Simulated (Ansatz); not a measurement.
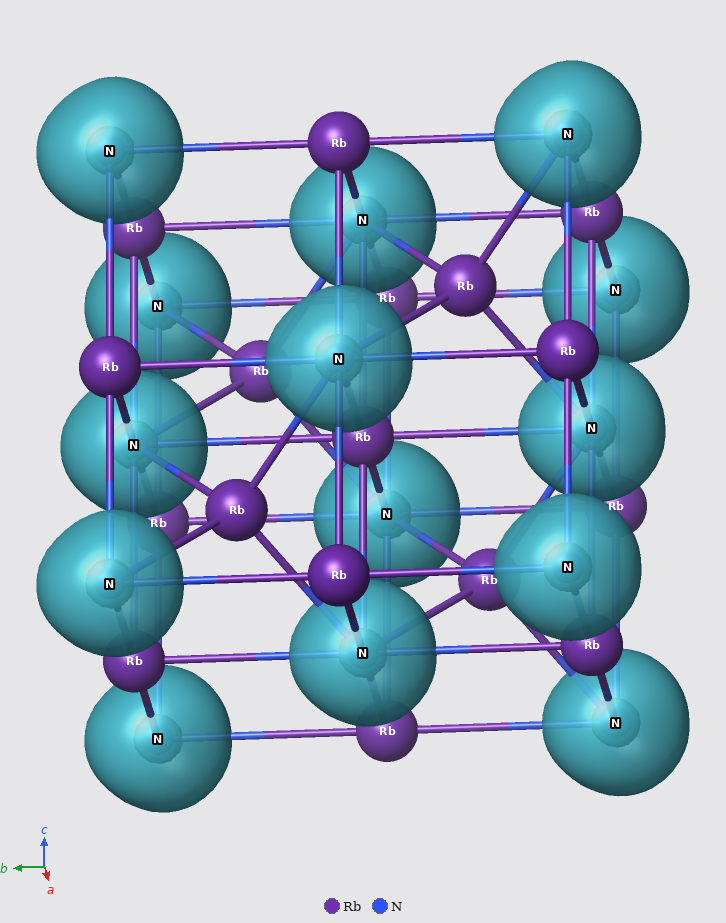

Figure. Rb2N. Isosurface of the electron localisation function at 0.65 (cyan), seen at an oblique angle. Core shells and regions of very low density are left out. Sticks mark near contacts.

Space group F-43m; a structure generated by program, which may or may not match a known phase; spin-polarised.

All numbers below come from DFT PBE, scalar-relativistic, plane waves, PAW in Ansatz 0.2.0.

Core electrons are frozen (PAW), and the valence fields are smoothed inside the atomic spheres.

**Identify the bonds, lone pairs and shells in this picture.**

The ELF exceeds this value in four regions wrapped around N (the valence shell of each), counted in one cell of 12 atoms. Any copies at cell faces, edges or corners count once. Along the contacts the grid gives the following. Rb–N (3.13 Å): the ELF is about 0.05 at the midpoint (no shared electron pair shows on this line). Rb–N (3.62 Å): the ELF is about 0.05 at the midpoint (no localised pair shows between them).
